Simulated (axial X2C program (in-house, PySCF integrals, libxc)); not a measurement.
# NaH⁺: from the state search to constants

What are the state, bond length, wavenumber and bond energy of NaH⁺, and what does spin–orbit coupling change?

Computed with an in-house X2C program for linear molecules on PySCF integrals. Level: all-electron X2C, Na dyall-cv3z, H dyall-v3z.

All values are calculated.

## (1) Set-up

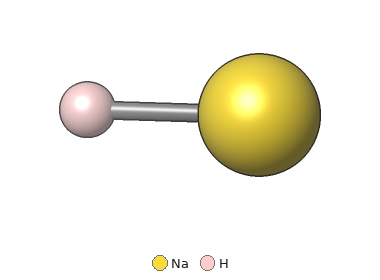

The two atoms at 1.870 Å (sodium yellow, hydrogen pink).

Input file task.json:

```json
{
 "zs": [
  11,
  1
 ],
 "q": 1,
 "bas": [
  "dyall-cv3z",
  "dyall-v3z"
 ],
 "levels": [
  "PBE0",
  "HF",
  "TPSS"
 ],
 "cc": true,
 "r0": 1.87,
 "thr": -2.0,
 "nmax": 90,
 "npts": 10,
 "nst": 2,
 "ntry": 6
}
```

Keys: zs atomic numbers; q charge; bas basis sets; levels methods (HF also brings MP2); cc coupled cluster on or off; r0 starting distance in Å; thr threshold in hartree for freezing inner shells (an s shell follows its p shell); nmax most natural virtual spinors; npts points asked for on the curve; nst determinants followed; ntry starts of the search.

Launch:

```console
> python so2c.py task.json out
```

Spin-free means the one-electron spin-free X2C Hamiltonian; two-component (2c) means X2C with spin–orbit coupling and atomic mean-field two-electron Coulomb and Gaunt terms. Basis: Na dyall-cv3z contracted to [9s8p5d2f], H dyall-v3z contracted to [6s2p1d]; Gaussian nuclei, density fitting. Masses: Na 22.990 u, H 1.008 u.

Notation: σ, π±, δ± give the projection m of an orbital's angular momentum (0, ±1, ±2), α and β its spin, Λ and M_S the sums; ω is the projection of a spinor's total angular momentum and Ω the sum. Logs are in hartree.

The results follow Hamiltonian by Hamiltonian and level by level.

## (2) Which state to follow

PBE0 moves the distance from 1.870 Å to 2.605 Å and compares determinants there.

Spin-free determinants:

```csv
ΔE (eV),state,open shells
0.00,"M_S = 1/2, Λ = 0",beyond closed shells: σα
```

Two-component determinants:

```json
{"ΔE (eV)": "0.00", "state": "Ω = 1/2", "open shells": "excess of +ω over −ω: ω = 1/2"}
```

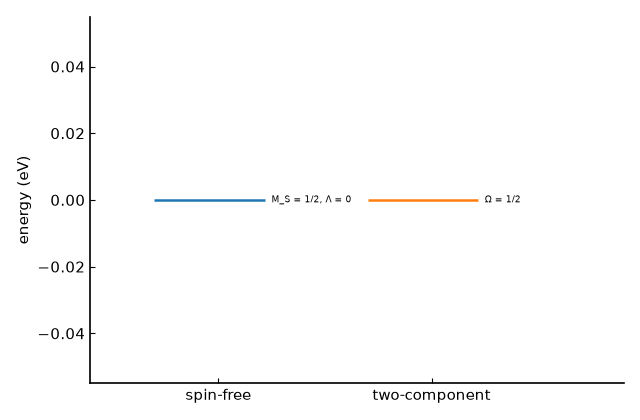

The determinants found, each set from its own lowest.

## (3) PBE0, spin-free

State followed: M_S = 1/2, Λ = 0 (beyond closed shells: σα). The scan is laid around 2.605 Å, a first estimate of the minimum, and this SCF restarts from the orbitals of the search.

Output at 2.605 Å:

```text
spin-free X2C-1e  PBE0
basis functions 89  fitting functions 419  grid points 4357
iter        total energy     max residual
   1       -162.705886796     9.01e-05
   2       -162.705886817     6.95e-05
   3       -162.705886839     8.19e-06
   4       -162.705886839     1.32e-06
converged
one-electron -229.94892917  Coulomb 79.53867375  exact exchange -3.55211161  xc functional -10.97804930  nuclear repulsion 2.23452949
```

Along the bond, energies from the lowest point:

```
R (Å)  E (eV)  μ (D)  HOMO (eV)  LUMO (eV)  iterations
2.266  0.0311   0.09     -15.52      -6.57           6
2.371  0.0123   0.08     -15.28      -6.49           6
2.449  0.0046   0.06     -15.11      -6.45           6
2.527  0.0008   0.04     -14.95      -6.43           6
2.605  0.0000   0.01     -14.79      -6.41           4
2.696  0.0017  -0.02     -14.60      -6.41           6
2.787  0.0053  -0.06     -14.43      -6.45           6
2.905  0.0117  -0.10     -14.22      -6.49           6
3.048  0.0207  -0.17     -13.98      -6.53           6
3.256  0.0339  -0.26     -13.66      -6.57           6
```

Dipoles are positive if H is the positive end and refer to the centre of mass.

Outer orbitals at the reference distance:

| symmetry | occupied | ε (eV) | atomic character |
| --- | --- | --- | --- |
| σα | yes | -14.79 | 85% H s, 6% Na p, 4% Na s |
| σβ | no | -6.41 | 95% Na s, 3% H s |
| σα | no | -6.38 | 92% Na s, 4% H s, 2% Na p |
| π-α | no | -4.04 | 96% Na p |
| π+α | no | -4.04 | 96% Na p |

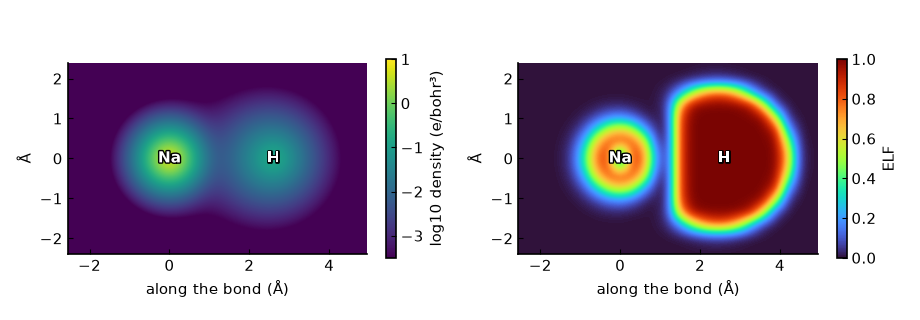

PBE0 fields in a plane through the axis, from a grid of 0.3 Å; Na lies at z = 0 and H at z = 2.605 Å; the ELF is damped to zero where the density is low.

Re = 2.592 Å, ωe = 321 cm⁻¹, ωexe = 33.1 cm⁻¹, Be = 2.6 cm⁻¹, De = 0.091 eV, μ = 0.02 D.

## (4) HF, spin-free

The SCF at the reference distance of 2.605 Å:

```text
spin-free X2C-1e  HF
basis functions 89  fitting functions 419  grid points 4357
iter        total energy     max residual
   1       -162.384172362     4.94e-02
   2       -162.388142277     2.87e-03
   3       -162.388243074     9.10e-04
   4       -162.388251558     3.30e-04
   5       -162.388252600     1.49e-04
   6       -162.388252803     1.60e-05
   7       -162.388252807     3.04e-06
   8       -162.388252807     4.27e-07
converged
one-electron -230.03665062  Coulomb 79.65768585  exact exchange -14.24381752  xc functional 0.00000000  nuclear repulsion 2.23452949
```

Re = 2.649 Å, ωe = 285.4 cm⁻¹, ωexe = 42.6 cm⁻¹, Be = 2.488 cm⁻¹, De = 0.065 eV, μ = -0.10 D.

## (5) TPSS, spin-free

Output at 2.605 Å:

```text
spin-free X2C-1e  TPSS
basis functions 89  fitting functions 419  grid points 4357
iter        total energy     max residual
   1       -162.821670247     9.38e-03
   2       -162.822060081     1.26e-03
   3       -162.822061636     3.66e-04
   4       -162.822062149     1.55e-04
   5       -162.822062258     1.50e-06
   6       -162.822062258     2.03e-07
converged
one-electron -229.93493938  Coulomb 79.52362345  exact exchange 0.00000000  xc functional -14.64527582  nuclear repulsion 2.23452949
```

Re = 2.586 Å, ωe = 320 cm⁻¹, ωexe = 32.2 cm⁻¹, Be = 2.611 cm⁻¹, De = 0.094 eV, μ = 0.04 D.

## (6) MP2 and beyond, spin-free

Correlated methods: 9 electrons correlated (frozen shells, counted by type: Na 1 s; H none), 153 virtual spinors in MP2, 56 natural virtuals in coupled cluster.

Output of the correlated part at 2.605 Å:

```text
correlated 9  virtual 153  natural virtual 56  E(MP2) -0.268145220  MP2 remainder -0.003456830
iter   CCSD correlation   residual
   1     -0.267323290   2.58e-02
   2     -0.269129053   5.56e-03
   3     -0.269308782   1.26e-03
   4     -0.269293461   1.37e-04
   5     -0.269294274   1.53e-05
   6     -0.269294250   1.80e-06
   7     -0.269294250   1.84e-07
(T) -0.003126037  T1 0.0047  D1 0.0054  max T2 0.021
```

T1 in the output is the amplitude norm over the root of the electron number; divide by √2 for the Lee–Taylor value.

MP2: Re = 2.590 Å, ωe = 308 cm⁻¹, Be = 2.604 cm⁻¹, De = 0.073 eV.

CCSD: Re = 2.584 Å, ωe = 310 cm⁻¹, ωexe = 42.5 cm⁻¹, Be = 2.615 cm⁻¹, De = 0.074 eV. T1 at Re = 0.003 (Lee–Taylor, the printed value over √2).

CCSD(T): Re = 2.586 Å, ωe = 309 cm⁻¹, ωexe = 43.2 cm⁻¹, Be = 2.611 cm⁻¹, De = 0.074 eV. T1 at Re = 0.003 (Lee–Taylor, the printed value over √2).

## (7) The spin-free curves together

Energy (eV) of the followed determinant, spin-free, from each level's lowest point:

```csv
R (Å),PBE0,HF,MP2,CCSD,CCSD(T),TPSS
2.266,0.031,0.038,0.029,n/a,n/a,0.030
2.371,0.012,0.017,0.011,0.011,0.011,0.011
2.449,0.005,0.008,0.004,0.004,0.004,0.004
2.527,0.001,0.002,0.001,0.001,0.001,0.001
2.605,0.000,0.000,0.000,0.000,0.000,0.000
2.696,0.002,0.000,0.002,0.002,0.002,0.002
2.787,0.005,0.002,0.005,0.005,0.005,0.006
2.905,0.012,0.006,0.010,0.011,0.011,0.012
3.048,0.021,0.013,0.018,n/a,n/a,0.021
3.256,0.034,0.022,0.029,n/a,n/a,0.034
```

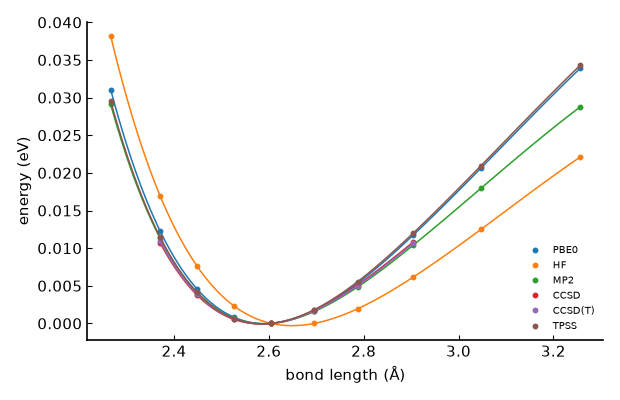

Curves of the followed state, spin-free, each from its own lowest point.

## (8) PBE0, 2c

State followed: Ω = 1/2 (excess of +ω over −ω: ω = 1/2). The scan is laid around 2.605 Å, a first estimate of the minimum, and this SCF restarts from the orbitals of the search.

The SCF at the reference distance of 2.605 Å:

```text
two-component X2C + atomic mean field  PBE0
basis functions 89  fitting functions 419  grid points 4357
iter        total energy     max residual
   1       -162.690846766     1.15e-06
   2       -162.690846766     3.84e-07
converged
one-electron -229.90747081  Coulomb 79.52521525  exact exchange -3.55161518  xc functional -10.97649593  nuclear repulsion 2.23452949  atomic mean-field constant -0.01500958
```

Along the bond, energies from the lowest point:

```csv
R (Å),E (eV),μ (D),HOMO (eV),LUMO (eV),iterations
2.266,0.0311,0.09,-15.52,-6.57,6
2.371,0.0123,0.08,-15.28,-6.49,6
2.449,0.0046,0.06,-15.11,-6.45,6
2.527,0.0008,0.04,-14.95,-6.43,6
2.605,0.0000,0.01,-14.78,-6.41,2
2.696,0.0017,-0.02,-14.60,-6.41,6
2.787,0.0053,-0.06,-14.43,-6.45,6
2.905,0.0117,-0.10,-14.22,-6.49,6
3.048,0.0207,-0.17,-13.98,-6.53,6
3.256,0.0339,-0.26,-13.66,-6.58,6
```

Dipoles are positive if H is the positive end and refer to the centre of mass.

Outer spinors at the reference distance:

```json
{"ω": "1/2", "occupied": "yes", "ε (eV)": "-14.78", "atomic character": "85% H s, 6% Na p, 4% Na s", "λ mixture": "100% σ"}
{"ω": "-1/2", "occupied": "no", "ε (eV)": "-6.41", "atomic character": "95% Na s, 3% H s", "λ mixture": "100% σ"}
{"ω": "1/2", "occupied": "no", "ε (eV)": "-6.38", "atomic character": "92% Na s, 4% H s, 2% Na p", "λ mixture": "100% σ"}
{"ω": "-1/2", "occupied": "no", "ε (eV)": "-4.04", "atomic character": "96% Na p", "λ mixture": "100% π"}
{"ω": "3/2", "occupied": "no", "ε (eV)": "-4.04", "atomic character": "96% Na p", "λ mixture": "100% π"}
```

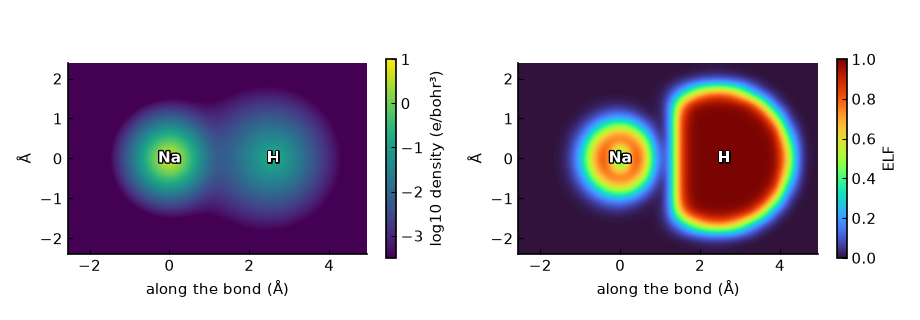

PBE0 fields in a plane through the axis, from a grid of 0.3 Å; Na lies at z = 0 and H at z = 2.605 Å; the ELF is damped to zero where the density is low.

Re = 2.592 Å, ωe = 321 cm⁻¹, ωexe = 33.1 cm⁻¹, Be = 2.599 cm⁻¹, De = 0.091 eV, μ = 0.02 D.

## (9) HF, 2c

The SCF at the reference distance of 2.605 Å:

```text
two-component X2C + atomic mean field  HF
basis functions 89  fitting functions 419  grid points 4357
iter        total energy     max residual
   1       -162.369196369     4.94e-02
   2       -162.373164660     2.87e-03
   3       -162.373265442     9.10e-04
   4       -162.373273927     3.30e-04
   5       -162.373274970     1.49e-04
   6       -162.373275173     1.60e-05
   7       -162.373275177     3.04e-06
   8       -162.373275177     4.27e-07
converged
one-electron -229.99518852  Coulomb 79.64422056  exact exchange -14.24182712  xc functional 0.00000000  nuclear repulsion 2.23452949  atomic mean-field constant -0.01500958
```

Re = 2.649 Å, ωe = 285.3 cm⁻¹, ωexe = 42.5 cm⁻¹, Be = 2.488 cm⁻¹, De = 0.065 eV, μ = -0.10 D.

## (10) TPSS, 2c

The SCF at the reference distance of 2.605 Å:

```text
two-component X2C + atomic mean field  TPSS
basis functions 89  fitting functions 419  grid points 4357
iter        total energy     max residual
   1       -162.806598398     9.40e-03
   2       -162.806988135     1.26e-03
   3       -162.806989689     3.65e-04
   4       -162.806990198     1.55e-04
   5       -162.806990308     1.50e-06
   6       -162.806990308     2.03e-07
converged
one-electron -229.89350798  Coulomb 79.51019549  exact exchange 0.00000000  xc functional -14.64319772  nuclear repulsion 2.23452949  atomic mean-field constant -0.01500958
```

Re = 2.586 Å, ωe = 320 cm⁻¹, ωexe = 32.3 cm⁻¹, Be = 2.611 cm⁻¹, De = 0.094 eV, μ = 0.04 D.

## (11) Correlated methods, 2c

Correlated methods: 9 electrons correlated (frozen shells, counted by type: Na 1 s; H none), 153 virtual spinors in MP2, 56 natural virtuals in coupled cluster.

Output of the correlated part at 2.605 Å:

```text
correlated 9  virtual 153  natural virtual 56  E(MP2) -0.268110557  MP2 remainder -0.003460105
iter   CCSD correlation   residual
   1     -0.267290782   2.58e-02
   2     -0.269096231   5.56e-03
   3     -0.269275813   1.26e-03
   4     -0.269260495   1.37e-04
   5     -0.269261309   1.53e-05
   6     -0.269261286   1.80e-06
   7     -0.269261285   1.84e-07
(T) -0.003125917  T1 0.0047  D1 0.0054  max T2 0.021
```

MP2: Re = 2.590 Å, ωe = 308 cm⁻¹, Be = 2.603 cm⁻¹, De = 0.073 eV.

CCSD: Re = 2.584 Å, ωe = 310 cm⁻¹, ωexe = 42.5 cm⁻¹, Be = 2.615 cm⁻¹, De = 0.074 eV. T1 at Re = 0.003 (Lee–Taylor, the printed value over √2).

CCSD(T): Re = 2.586 Å, ωe = 309 cm⁻¹, ωexe = 43.2 cm⁻¹, Be = 2.611 cm⁻¹, De = 0.074 eV. T1 at Re = 0.003 (Lee–Taylor, the printed value over √2).

## (12) The 2c curves together

Energy (eV) of the followed determinant, 2c, from each level's lowest point:

```csv
R (Å),PBE0,HF,MP2,CCSD,CCSD(T),TPSS
2.266,0.031,0.038,0.029,n/a,n/a,0.030
2.371,0.012,0.017,0.011,0.011,0.011,0.011
2.449,0.005,0.008,0.004,0.004,0.004,0.004
2.527,0.001,0.002,0.001,0.001,0.001,0.001
2.605,0.000,0.000,0.000,0.000,0.000,0.000
2.696,0.002,0.000,0.002,0.002,0.002,0.002
2.787,0.005,0.002,0.005,0.005,0.005,0.006
2.905,0.012,0.006,0.010,0.011,0.011,0.012
3.048,0.021,0.013,0.018,n/a,n/a,0.021
3.256,0.034,0.022,0.029,n/a,n/a,0.034
```

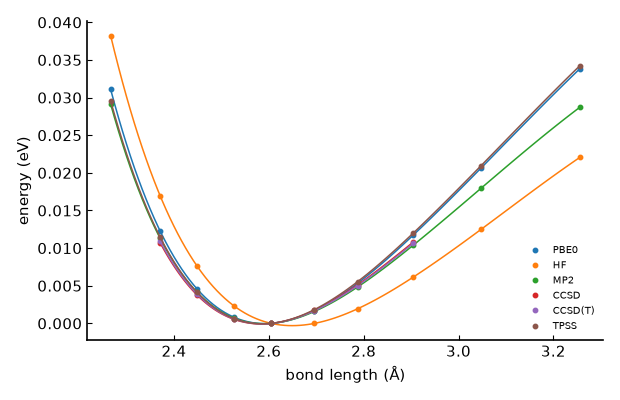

Curves of the followed state, 2c, each from its own lowest point.

The whole job took 19 s on 1 thread of Arm Neoverse V2, shared host.

## (13) What came out

Lowest determinant that the search found at its distance, spin-free: M_S = 1/2, Λ = 0 (beyond closed shells: σα).

Lowest determinant that the search found at its distance, 2c: Ω = 1/2 (excess of +ω over −ω: ω = 1/2).

| Hamiltonian | level | Re (Å) | ωe (cm⁻¹) | De (eV) | μ (D) |
| --- | --- | --- | --- | --- | --- |
| spin-free | PBE0 | 2.592 | 321 | 0.091 | 0.02 |
| spin-free | HF | 2.649 | 285.4 | 0.065 | -0.10 |
| spin-free | MP2 | 2.590 | 308 | 0.073 | n/a |
| spin-free | CCSD | 2.584 | 310 | 0.074 | n/a |
| spin-free | CCSD(T) | 2.586 | 309 | 0.074 | n/a |
| spin-free | TPSS | 2.586 | 320 | 0.094 | 0.04 |
| 2c | PBE0 | 2.592 | 321 | 0.091 | 0.02 |
| 2c | HF | 2.649 | 285.3 | 0.065 | -0.10 |
| 2c | MP2 | 2.590 | 308 | 0.073 | n/a |
| 2c | CCSD | 2.584 | 310 | 0.074 | n/a |
| 2c | CCSD(T) | 2.586 | 309 | 0.074 | n/a |
| 2c | TPSS | 2.586 | 320 | 0.094 | 0.04 |

Dipoles are positive if H is the positive end and refer to the centre of mass.

Time per point (s) on 1 thread of Arm Neoverse V2, shared host (2c runs; CCSD comes with the CCSD(T) run); the times are rough: PBE0 0.083, HF 0.049, MP2 0.089, CCSD(T) 0.58, TPSS 0.13.

What this shows: At CCSD(T), going from spin-free to two-component changes Re by 0 mÅ, ωe by 0.0 %, which is small (part of it comes from the scalar share of the two-electron terms). De moves by 0.00 eV; both De rest on single-determinant atoms, which can miss part of an open shell's spin–orbit lowering.

De refers to Na+ + H, each in the lowest determinant found, which need not be this curve's own limit. Each curve is one determinant whose occupation by symmetry is held fixed; it was picked as the lowest of a PBE0 search that is not exhaustive. Dissociation energies refer to the lowest single-determinant-based atoms at the same level and basis. Density functionals use the spin component along the axis (collinear). CCSD and (T) use frozen natural virtuals with an MP2 correction for the truncation. The meta-GGAs lack a current-density term, which matters for open shells with orbital currents, atoms included.
